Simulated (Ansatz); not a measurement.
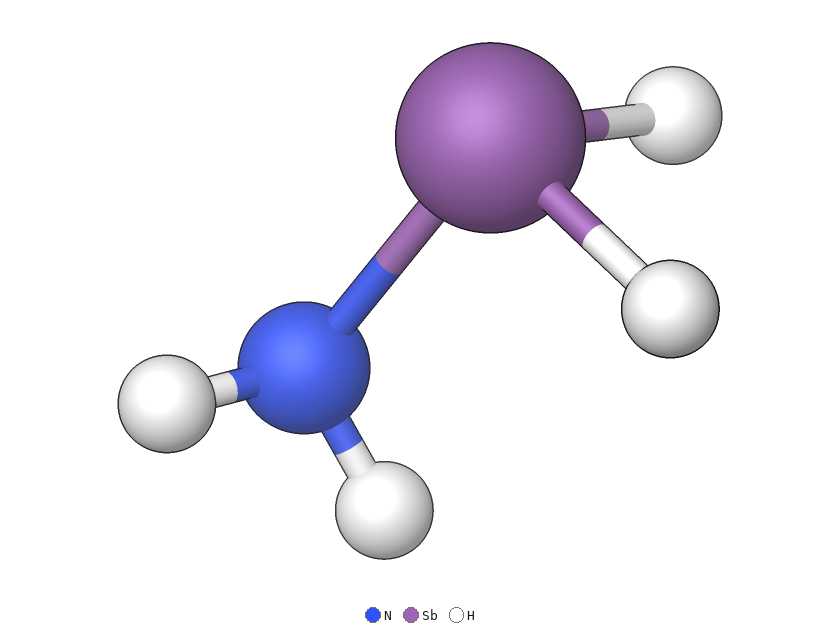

A ball-and-stick model of a molecule.

The computed structure is the end point of a PBE0-D4/def2-TZVP optimisation.

Which formula does it have?

Answer. H₄NSb, 6 atoms: 4 hydrogen, 1 nitrogen and 1 antimony.

How many atoms are distinct by symmetry?

Answer. 6: 1 N, 1 Sb, 1 H, 1 H, 1 H, 1 H.

Count the bonded pairs by element.

Answer. 2 N–H, 2 Sb–H, 1 N–Sb.

Give a SMILES string for it.

Answer. [NH2][SbH2]

More results for the same structure follow; atom numbers are the same in all pictures, views and colours differ.

**Geometry**

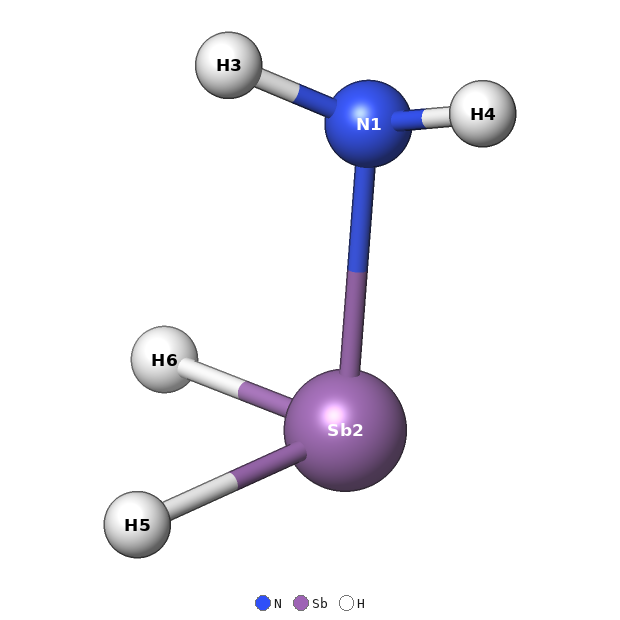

Numbered structure.

How are the neighbours of atom 1 arranged?

Answer. N1 has 3 neighbours (Sb2 at 2.04, H3 at 1.01, H4 at 1.01 Å); the arrangement is trigonal pyramidal.

How are the neighbours of atom 2 arranged?

Answer. Sb2 has 3 neighbours (N1 at 2.04, H5 at 1.72, H6 at 1.71 Å); the arrangement is trigonal pyramidal.

**Levels of theory compared**

Program: Ansatz 0.2.0.

At this fixed geometry, give HOMO–LUMO gap (eV) at these levels: B3LYP-D4/def2-TZVPP; B97M-V/def2-TZVPP; BHLYP-D4/def2-TZVPP; HSE06 (plane-wave form)-D4/def2-TZVPP; PBE0-D4/def2-TZVPP; SPW92 (LDA)/def2-TZVPP; r2SCAN-D4/def2-TZVPP; r2SCAN0-D4/def2-TZVPP; r2SCANh-D4/def2-TZVPP; ωB97M-V/def2-TZVPP; ωB97X-V/def2-TZVPP.

```
                                level  HOMO–LUMO gap (eV)
                  B3LYP-D4/def2-TZVPP                6.18
                    B97M-V/def2-TZVPP                5.06
                  BHLYP-D4/def2-TZVPP                8.34
HSE06 (plane-wave form)-D4/def2-TZVPP                5.89
                   PBE0-D4/def2-TZVPP                6.65
               SPW92 (LDA)/def2-TZVPP                4.47
                 r2SCAN-D4/def2-TZVPP                5.14
                r2SCAN0-D4/def2-TZVPP                7.02
                r2SCANh-D4/def2-TZVPP                5.93
                   ωB97M-V/def2-TZVPP               10.42
                   ωB97X-V/def2-TZVPP               10.79
```

**Dipole moment**

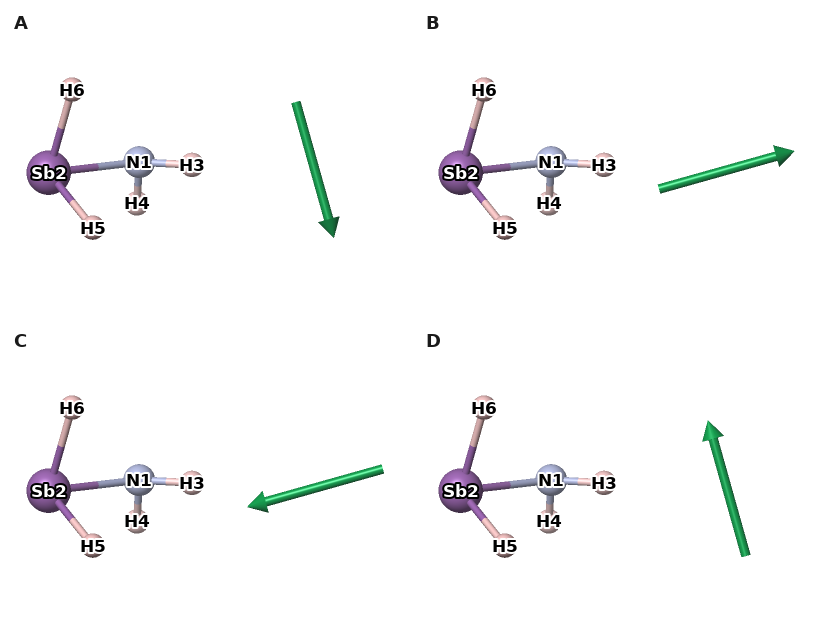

The same molecule four times, each with an arrow. Level of theory: RKS PBE0-D4/def2-TZVP, core potentials on Sb (Ansatz 0.2.0).

Which arrow points along the dipole moment, from the negative to the positive end?

Answer. A. The dipole moment is 1.12 D; it points from the side of H6 to the side of H5 (the outermost atoms at the two ends).

**Thermal motion**

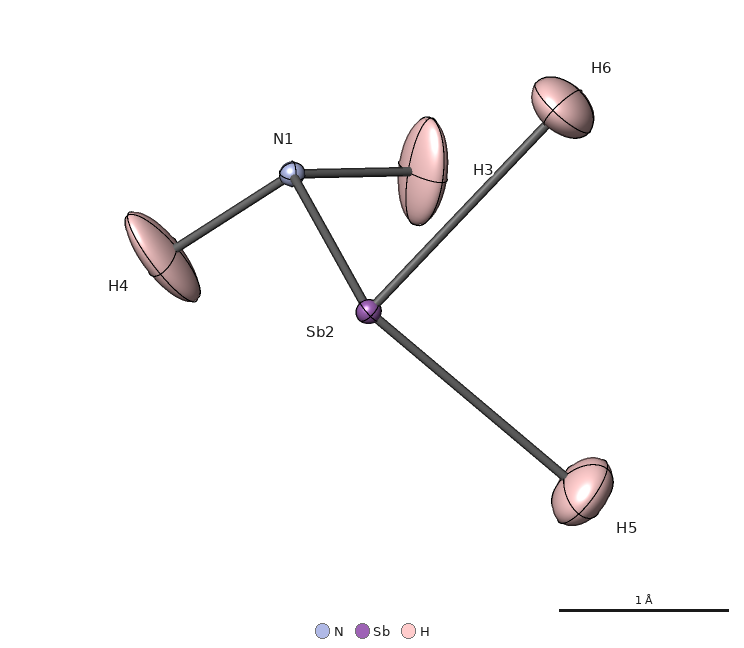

Displacement ellipsoids at the 50 % level, from the internal vibrations of the free molecule (harmonic, no overall translation or rotation; no half-axis is drawn under 0.075 Å). Vibrations computed with RKS PBE0-D4/def2-TZVP, core potentials on Sb (Ansatz 0.2.0). Temperature: 200 K.

Give the displacement parameters, one line for each set of equivalent atoms.

```tsv
atom	U_eq (Å²)	rms amplitudes (Å)
N1	0.00086	0.018, 0.019, 0.044
Sb2	0.00001	0.002, 0.002, 0.006
H3	0.0229	0.068, 0.135, 0.214
H4	0.0238	0.068, 0.132, 0.222
H5	0.0183	0.093, 0.143, 0.161
H6	0.0185	0.092, 0.139, 0.167
```

**Vibrations**

Harmonic vibrations computed with RKS PBE0-D4/def2-TZVP, core potentials on Sb (Ansatz 0.2.0) at a stationary point of the same level.

How many vibrational modes are there, and where do they lie?

Answer. 12 modes: 233, 522, 623, 646, 701, 855, 930, 1572, 1902, 1960, 3543, 3643 cm⁻¹.
